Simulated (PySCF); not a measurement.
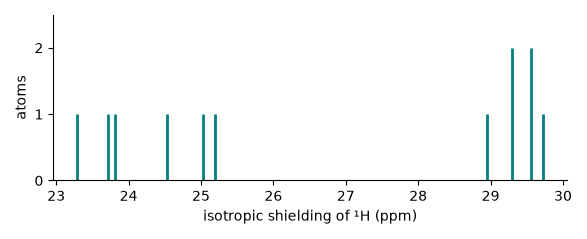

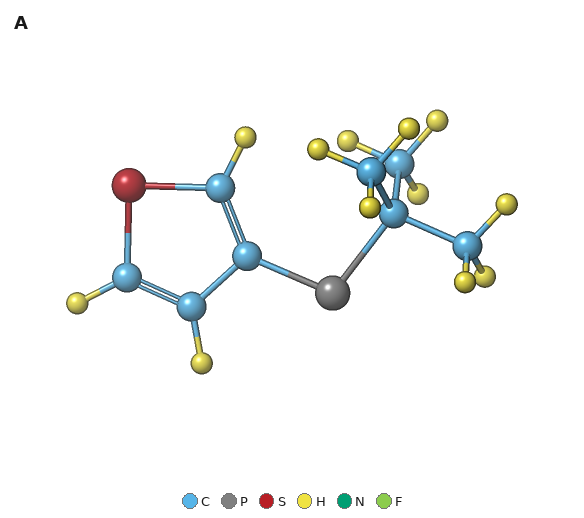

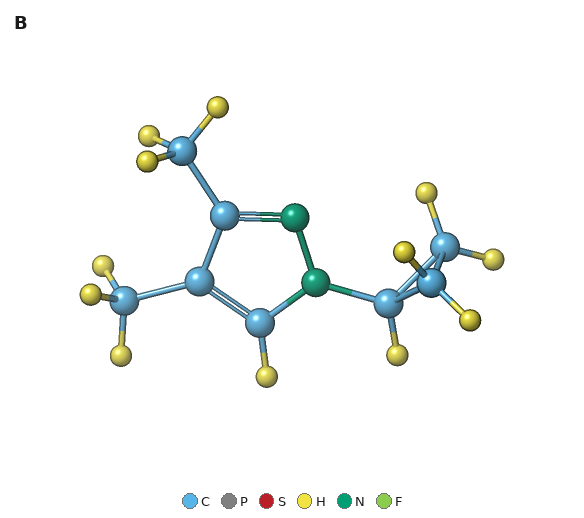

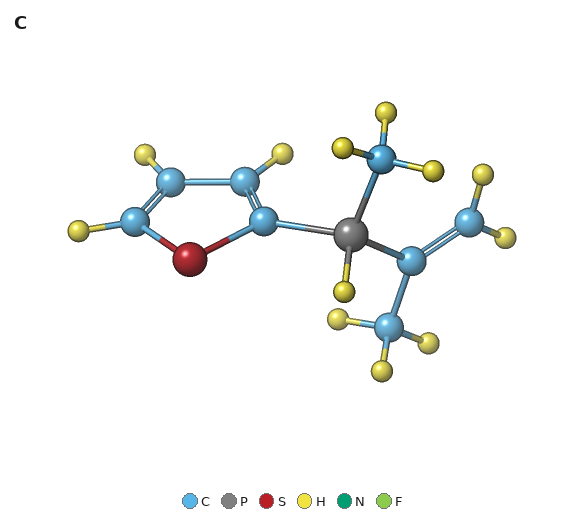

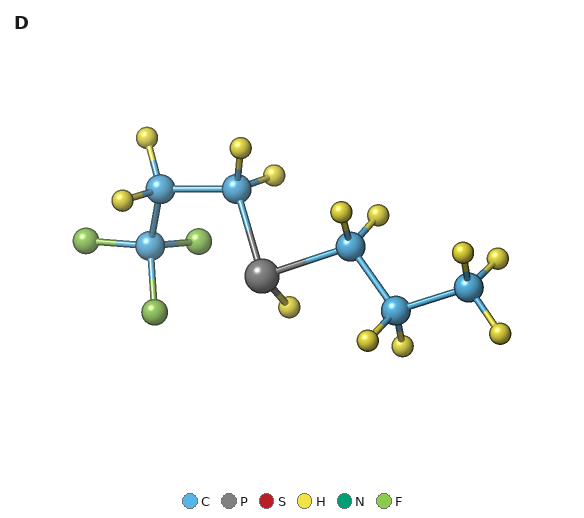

The sticks are computed shieldings of one of the molecules, for one fixed geometry (GFN2-xTB) without averaging over rotations. Low shielding means a high chemical shift. Method: GIAO PBE0/pcSseg-1 NMR shielding, non-relativistic, gas phase (PySCF 2.14.0).

**Which molecule gives this pattern?**

C, `C=C(C)[P@@H+](C)c1cccs1`. Its 12 H atoms give lines at 23.28, 23.71, 23.81, 24.52, 25.02, 25.19, 28.96, 29.29 (2 atoms), 29.55 (2 atoms), 29.73 ppm.

The geometry is semi-empirical. Around P such bond lengths and angles can be off by a tenth of an ångström or more and by several degrees, and values that hang on the shape move with them.
